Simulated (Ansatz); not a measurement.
# AlH3OS: two geometries relaxed, part 2 of 2

Aim: relax the geometries before and after the reaction (1,2-elimination), and see whether they are two minima and how far apart in energy. Meant to form: H4–S2; to break: Al1–S2, H4–O3. The start is a guess near the saddle point, from which both ends are pulled out.

Ansatz 0.2.0; RKS B3LYP/6-31G. The steps go on from the part before.

## (4) A restrained relaxation towards end B

Springs on the bonds that form and break draw the guess towards this end; the thresholds are loose.

input.yaml

```yaml
crystal:
  periodic: [false, false, false]
  atoms:
    - { symbol: Al, position_ang: [-0.9827, 0.1297, -0.4553] }
    - { symbol: S, position_ang: [1.1569, 0.6417, 1.0018] }
    - { symbol: O, position_ang: [-0.6265, -1.4241, -0.1359] }
    - { symbol: H, position_ang: [0.2714, -0.8616, 0.5735] }
    - { symbol: H, position_ang: [-1.8201, 1.2558, -1.03] }
    - { symbol: H, position_ang: [2.0009, 0.2586, 0.0459] }
basis:
  gaussian: { orbitals: "6-31G" }
hamiltonian:
  xc: b3lyp
relax:
  f_tol: 0.15
  max_steps: 25
  restrain:
    - { distance: [3, 1], at: 1.36, k: 30.0 }
    - { distance: [0, 1], at: 3.56, k: 30.0 }
    - { distance: [3, 2], at: 2.27, k: 30.0 }
output:
  orbitals: {}
```

Started as:

```
$ ansatz run input.yaml --threads 1 --pin off --max-ram 2048MiB --backend cpu --events-out ev --progress --plain --runs-dir out
```

Standard output:

```text
Warning: RAYON_NUM_THREADS=1 ignored (pool sized by the plan → 1); use --threads N
The last accepted step is kept in <dir> (removed where the run ends without a failure and the disk answers)
Engine: ansatz 0.2.0, x86_64-unknown-linux-gnu
Functional definition: B3LYP
  parameter a0 = 0.2
  parameter ax = 0.72
  parameter ac = 0.81
  exchange = (1 - a0 - ax)*slater_x + ax*b88_x + a0*exact_x
  correlation = (1 - ac)*vwn_rpa_c + ac*lyp_c
494 factors; integrals over basis functions are off by at most 1.4e-4 eV
mean field evaluation 1: about -19518.0998 eV, gradient 6.2e1 eV
mean field evaluation 2: about -19415.7865 eV, gradient 1.9e2 eV
mean field evaluation 4: about -19525.3111 eV, gradient 1.4e1 eV
mean field evaluation 8: about -19526.0436 eV, gradient 1.7e-1 eV
mean field -19526.04371167 eV, -717.5688711759 hartree, gradient 1.4e-5 eV, S^2 0.000000; 0 other end points of the search recorded, 0 dependent functions left out
the calculation of the forces begins
reference -19526.04395705 eV, -717.5688801938 hartree; 20, 20 occupied and 21, 21 virtual orbitals, 494 factors
relax step   1: F+E_penalty+E_count = -19526.04371167 eV  Δ(F+E_penalty+E_count) = +0.000e0 eV  max|allowed force component| = 3.577e0 eV/Å  E_restraint = 30.43519483 eV  max|allowed force component, restraints' pulls added| = 2.649e1 eV/Å  Δτ_max = 0.0000 Å  (25 SCF iters, accepted)
  distance H 3 - S 1 = 1.7965 Å
  distance Al 0 - S 1 = 2.6388 Å
  distance H 3 - O 2 = 1.2751 Å
these checks for a lower state are left out or cut short: starts, cluster_reference, orbital_swaps, neighbouring_geometries, increment
494 factors; integrals over basis functions are off by at most 2.0e-4 eV
mean field evaluation 16: about -19524.7692 eV, gradient 1.1e1 eV
mean field -19525.49149882 eV, -717.5485777282 hartree, gradient 6.8e-6 eV, S^2 0.000000; 0 other end points of the search recorded, 0 dependent functions left out
the calculation of the forces begins
reference -19525.49174786 eV, -717.5485868803 hartree; 20, 20 occupied and 21, 21 virtual orbitals, 494 factors
relax step   2: F+E_penalty+E_count = -19525.49149882 eV  Δ(F+E_penalty+E_count) = +5.522e-1 eV  max|allowed force component| = 1.556e0 eV/Å  E_restraint = 14.02434170 eV  max|allowed force component, restraints' pulls added| = 1.875e1 eV/Å  Δτ_max = 0.1965 Å  (34 SCF iters, accepted)
  distance H 3 - S 1 = 1.6594 Å
  distance Al 0 - S 1 = 2.9398 Å
  distance H 3 - O 2 = 1.5913 Å
these checks for a lower state are left out or cut short: starts, cluster_reference, orbital_swaps, neighbouring_geometries, increment
494 factors; integrals over basis functions are off by at most 2.5e-4 eV
mean field -19525.41341185 eV, -717.5457080849 hartree, gradient 9.8e-6 eV, S^2 0.000000; 0 other end points of the search recorded, 0 dependent functions left out
the calculation of the forces begins
reference -19525.41366278 eV, -717.5457173064 hartree; 20, 20 occupied and 21, 21 virtual orbitals, 494 factors
relax step   3: F+E_penalty+E_count = -19525.41341185 eV  Δ(F+E_penalty+E_count) = +7.809e-2 eV  max|allowed force component| = 2.137e0 eV/Å  E_restraint = 4.59588659 eV  max|allowed force component, restraints' pulls added| = 9.845e0 eV/Å  Δτ_max = 0.1950 Å  (34 SCF iters, accepted)
  distance H 3 - S 1 = 1.5003 Å
  distance Al 0 - S 1 = 3.1619 Å
  distance H 3 - O 2 = 1.9119 Å
these checks for a lower state are left out or cut short: starts, cluster_reference, orbital_swaps, neighbouring_geometries, increment
494 factors; integrals over basis functions are off by at most 2.4e-4 eV
mean field evaluation 32: about -19525.2050 eV, gradient 6.9e0 eV
mean field -19525.50337849 eV, -717.5490142979 hartree, gradient 7.3e-6 eV, S^2 0.000000; 0 other end points of the search recorded, 0 dependent functions left out
the calculation of the forces begins
reference -19525.50363174 eV, -717.5490236047 hartree; 20, 20 occupied and 21, 21 virtual orbitals, 494 factors
relax step   4: F+E_penalty+E_count = -19525.50337849 eV  Δ(F+E_penalty+E_count) = -8.997e-2 eV  max|allowed force component| = 1.585e0 eV/Å  E_restraint = 0.18825216 eV  max|allowed force component, restraints' pulls added| = 2.543e0 eV/Å  Δτ_max = 0.1937 Å  (28 SCF iters, accepted)
  distance H 3 - S 1 = 1.3643 Å
  distance Al 0 - S 1 = 3.4587 Å
  distance H 3 - O 2 = 2.2224 Å
these checks for a lower state are left out or cut short: starts, cluster_reference, orbital_swaps, neighbouring_geometries, increment
494 factors; integrals over basis functions are off by at most 2.6e-4 eV
mean field -19525.64268535 eV, -717.5541337305 hartree, gradient 2.3e-5 eV, S^2 0.000000; 0 other end points of the search recorded, 0 dependent functions left out
the calculation of the forces begins
reference -19525.64293941 eV, -717.5541430671 hartree; 20, 20 occupied and 21, 21 virtual orbitals, 494 factors
relax step   5: F+E_penalty+E_count = -19525.64268535 eV  Δ(F+E_penalty+E_count) = -1.393e-1 eV  max|allowed force component| = 6.547e-1 eV/Å  E_restraint = 0.01854722 eV  max|allowed force component, restraints' pulls added| = 7.985e-1 eV/Å  Δτ_max = 0.1943 Å  (28 SCF iters, accepted)
  distance H 3 - S 1 = 1.3928 Å
  distance Al 0 - S 1 = 3.5553 Å
  distance H 3 - O 2 = 2.2818 Å
these checks for a lower state are left out or cut short: starts, cluster_reference, orbital_swaps, neighbouring_geometries, increment
494 factors; integrals over basis functions are off by at most 2.6e-4 eV
mean field -19525.68595672 eV, -717.5557239242 hartree, gradient 1.9e-5 eV, S^2 0.000000; 0 other end points of the search recorded, 0 dependent functions left out
the calculation of the forces begins
reference -19525.68621259 eV, -717.5557333270 hartree; 20, 20 occupied and 21, 21 virtual orbitals, 494 factors
relax step   6: F+E_penalty+E_count = -19525.68595672 eV  Δ(F+E_penalty+E_count) = -4.327e-2 eV  max|allowed force component| = 2.692e-1 eV/Å  E_restraint = 0.00378973 eV  max|allowed force component, restraints' pulls added| = 2.523e-1 eV/Å  Δτ_max = 0.1998 Å  (29 SCF iters, accepted)
  distance H 3 - S 1 = 1.3757 Å
  distance Al 0 - S 1 = 3.5577 Å
  distance H 3 - O 2 = 2.2710 Å
these checks for a lower state are left out or cut short: starts, cluster_reference, orbital_swaps, neighbouring_geometries, increment
494 factors; integrals over basis functions are off by at most 2.6e-4 eV
mean field -19525.68999765 eV, -717.5558724257 hartree, gradient 1.1e-5 eV, S^2 0.000000; 0 other end points of the search recorded, 0 dependent functions left out
the calculation of the forces begins
reference -19525.69025397 eV, -717.5558818454 hartree; 20, 20 occupied and 21, 21 virtual orbitals, 494 factors
relax step   7: F+E_penalty+E_count = -19525.68999765 eV  Δ(F+E_penalty+E_count) = -4.041e-3 eV  max|allowed force component| = 3.436e-1 eV/Å  E_restraint = 0.00207022 eV  max|allowed force component, restraints' pulls added| = 3.867e-2 eV/Å  Δτ_max = 0.0701 Å  (30 SCF iters, accepted)
  distance H 3 - S 1 = 1.3711 Å
  distance Al 0 - S 1 = 3.5575 Å
  distance H 3 - O 2 = 2.2672 Å
494 factors; integrals over basis functions are off by at most 2.6e-4 eV
mean field evaluation 64: about -19521.1107 eV, gradient 3.8e1 eV
mean field -19525.68999765 eV, -717.5558724257 hartree, gradient 1.1e-5 eV, S^2 0.000000; 1 other end points of the search recorded, 0 dependent functions left out
the calculation of the forces begins
reference -19525.69025397 eV, -717.5558818454 hartree; 20, 20 occupied and 21, 21 virtual orbitals, 494 factors
Total energy: -19525.69025397 eV, -717.5558818454 hartree
Atom 0 at    -1.501578     0.023198    -0.759542 Å, force     0.052711     0.006599     0.047283 eV/Å
Atom 1 at     1.445773     0.490773     1.176948 Å, force     0.080917     0.288060    -0.002282 eV/Å
Atom 2 at    -0.891031    -1.455196    -0.308631 Å, force     0.066530     0.023282     0.054886 eV/Å
Atom 3 at     0.802909    -0.707242     0.999560 Å, force    -0.239106    -0.343586    -0.087629 eV/Å
Atom 4 at    -2.180764     1.360851    -1.245272 Å, force     0.000279     0.009950    -0.005032 eV/Å
Atom 5 at     2.324590     0.287715     0.136937 Å, force     0.038668     0.015694    -0.007226 eV/Å
Dipole moment:    -0.256906     0.510125    -0.452355 e Å
```

Wall time 11 s (1 thread of Intel Xeon Platinum 8488C (Sapphire Rapids), shared host); peak memory 0.14 GiB.

Step by step:

```
step  energy from step 1 (eV)  largest force component (eV/Å)
   1                   0.0000                          3.5770
   2                   0.5522                          1.5558
   3                   0.6303                          2.1365
   4                   0.5403                          1.5846
   5                   0.4010                          0.6547
   6                   0.3578                          0.2692
   7                   0.3537                          0.3436
```

Step 1 is the start. Energies and forces in the table leave out the springs, which the log lists apart; the run stops on the force with the springs' pull added.

After: Bond lengths: Al1–O3 1.662 Å, S2–H4 1.371 Å, Al1–H5 1.577 Å, S2–H6 1.377 Å. Angles: O3–Al1–H5 175.2°, H4–S2–H6 94.2°.

Pairs that crossed the distance rule for bonds on the way: came closer S2–H4; moved apart Al1–S2.

## (5) Relaxing end B

It starts where the restrained run ended.

input.yaml

```yaml
crystal:
  periodic: [false, false, false]
  atoms:
    - { symbol: Al, position_ang: [-1.501578, 0.023198, -0.759542] }
    - { symbol: S, position_ang: [1.445773, 0.490773, 1.176948] }
    - { symbol: O, position_ang: [-0.891031, -1.455196, -0.308631] }
    - { symbol: H, position_ang: [0.802909, -0.707242, 0.99956] }
    - { symbol: H, position_ang: [-2.180764, 1.360851, -1.245272] }
    - { symbol: H, position_ang: [2.32459, 0.287715, 0.136937] }
basis:
  gaussian: { orbitals: "6-31G" }
hamiltonian:
  xc: b3lyp
relax:
  f_tol: 0.03
  max_steps: 50
```

Started as:

```
$ ansatz run input.yaml --threads 1 --pin off --max-ram 2048MiB --backend cpu --events-out ev --progress --plain --runs-dir out
```

Standard output, cut to the lines that bear on the results:

```text
Warning: RAYON_NUM_THREADS=1 ignored (pool sized by the plan → 1); use --threads N
[...]
[... 1 set-up line as earlier in the session ...]
[...]
498 factors; integrals over basis functions are off by at most 1.0e-4 eV
[...]
mean field -19525.69001667 eV, -717.5558731244 hartree, gradient 2.3e-5 eV, S^2 0.000000; 0 other end points of the search recorded, 0 dependent functions left out
[...]
reference -19525.69027140 eV, -717.5558824857 hartree; 20, 20 occupied and 21, 21 virtual orbitals, 498 factors
relax step   1: F+E_penalty+E_count = -19525.69001667 eV  Δ(F+E_penalty+E_count) = +0.000e0 eV  max|allowed force component| = 3.436e-1 eV/Å  Δτ_max = 0.0000 Å  (27 SCF iters, accepted)
[...]
relax step   5: F+E_penalty+E_count = -19526.40259402 eV  Δ(F+E_penalty+E_count) = -4.662e-1 eV  max|allowed force component| = 1.744e0 eV/Å  Δτ_max = 0.1995 Å  (29 SCF iters, accepted)
[...]
496 factors; integrals over basis functions are off by at most 1.7e-4 eV
mean field -19528.77738552 eV, -717.6693318372 hartree, gradient 1.3e-5 eV, S^2 0.000000; 1 other end points of the search recorded, 0 dependent functions left out
[...]
reference -19528.77762742 eV, -717.6693407269 hartree; 20, 20 occupied and 21, 21 virtual orbitals, 496 factors
Total energy: -19528.77762742 eV, -717.6693407269 hartree
Atom 0 at    -0.588257     0.333624    -0.252787 Å, force     0.000610    -0.003936     0.000328 eV/Å
Atom 1 at     1.283021     1.546121     0.170646 Å, force     0.000317     0.001710    -0.000135 eV/Å
Atom 2 at    -0.657322    -1.342540     0.004271 Å, force     0.001161     0.001747     0.001340 eV/Å
Atom 3 at    -0.310504    -2.193893     0.264695 Å, force    -0.001166     0.000230    -0.001237 eV/Å
Atom 4 at    -1.850665     1.108354    -0.805147 Å, force     0.000112     0.000644    -0.000086 eV/Å
Atom 5 at     2.123626     0.548433     0.618322 Å, force    -0.001033    -0.000395    -0.000209 eV/Å
Dipole moment:     0.041749    -0.551938     0.107275 e Å
```

Run time: 25 s. Hardware: 1 thread of Intel Xeon Platinum 8488C (Sapphire Rapids), shared host; peak memory 0.14 GiB.

The steps of the relaxation:

```
step  energy from step 1 (eV)  largest force component (eV/Å)
   1                   0.0000                          0.3436
   2                  -0.0420                          0.5444
   3                  -0.0917                          0.5871
   4                  -0.2464                          1.2672
   5                  -0.7126                          1.7440
   6                  -1.5663                          1.7007
   7                  -1.8539                          4.2003
   8                  -2.3564                          1.4197
   9                  -2.6096                          0.7803
  10                  -2.7928                          0.6124
  11                  -2.8922                          0.6622
  12                  -2.9319                          0.9189
  13                  -3.0462                          0.2866
  14                  -3.0823                          0.1389
  15                  -3.0868                          0.0701
  16                  -3.0872                          0.0392
  17                  -3.0874                          0.0039
```

Step 1 is the start.

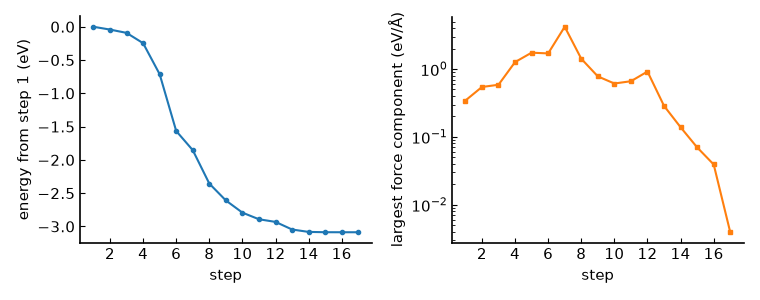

Energy and largest force along the relaxation.

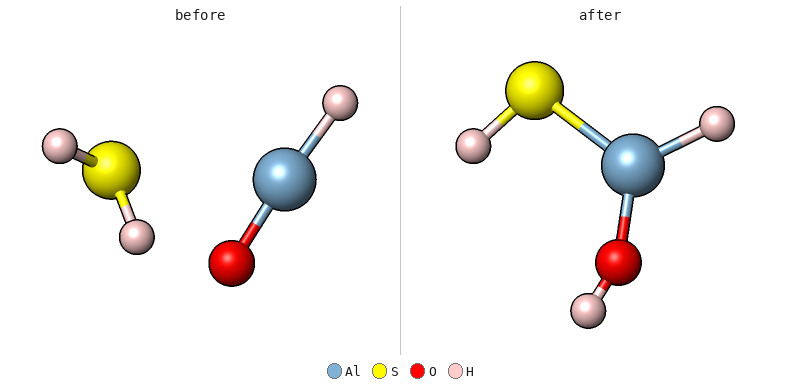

Before and after, at one scale.

After: Bond lengths: Al1–S2 2.270 Å, Al1–O3 1.697 Å, O3–H4 0.955 Å, Al1–H5 1.581 Å, S2–H6 1.379 Å. Angles: Al1–S2–H6 100.2°, S2–Al1–O3 122.2°, S2–Al1–H5 117.5°, O3–Al1–H5 120.3°, Al1–O3–H4 155.0°.

Pairs that crossed the distance rule for bonds on the way: came closer Al1–S2, O3–H4; moved apart S2–H4.

## (6) Summary of results

This closing draws on all 2 parts.

| quantity | value |
| --- | --- |
| end A | 7 moves, 0.580 eV lower |
| end B | 16 moves, 3.087 eV lower |
| largest difference between the ends | 0.01 Å |
| end B relative to end A | -0.000 eV |

The two relaxations end at one structure, within 0.01 Å: no second minimum was found from this start, which doesn't rule one out. The basis is very small, so the numbers are rough.
